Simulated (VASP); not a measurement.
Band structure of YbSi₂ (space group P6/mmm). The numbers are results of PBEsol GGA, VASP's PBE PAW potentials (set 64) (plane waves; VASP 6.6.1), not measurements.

The 4f electrons are frozen in the core of the lanthanide potential, so 4f levels, which can set the real gap, and their magnetism are missing.

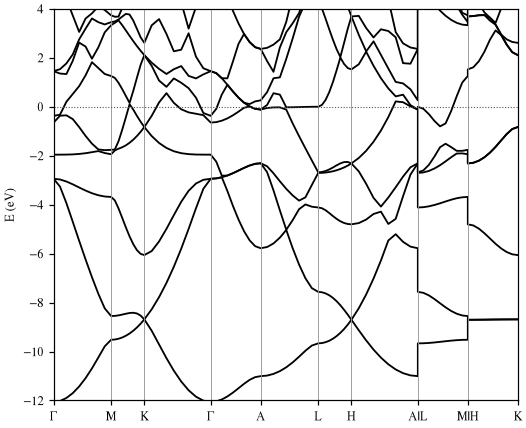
Bands along high-symmetry lines, zero at the valence-band maximum or, without a gap, the Fermi level

Read the plot: is there a gap, and where are the band edges?

It has no gap at this level: it comes out as a metal or semimetal. (Edges off the drawn lines would not show.)

The structure comes from a measured YbSi2 entry (P6/mmm) of the Crystallography Open Database, whose conditions weren't checked. It was relaxed first, which changed the volume by +12 %.
